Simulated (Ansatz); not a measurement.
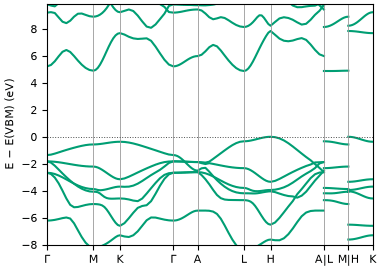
Figure: Band structure from PBE+D3(BJ) (plane waves, PAW; program Ansatz)

### Question
Read off the gap and where the band edges lie.

### Answer
About 4.9 eV (4.88 eV by a search for the band edges); maximum at H, minimum on the L–M line, 30 % of the way from L.

### Question
Which compound is it?
A. SiNF, P3m1 (Si on 1a, N on 1c, F on 1a)
B. MgF2, CdI2 type
C. HfO2, CdI2 type

### Answer
A, SiNF, P3m1 (Si on 1a, N on 1c, F on 1a)

The start of the workflow was typed in or built on a structure type; neither database checked (COD, Materials Project) lists it. Whether it is the stable phase at ambient conditions was not checked. The PBE+D3(BJ) relaxation kept the symmetry of its start; its stability against distortions is not shown here. The volume moved by -24 % from the start of the relaxation.

Potentials: the earlier of the program's two PAW sets.
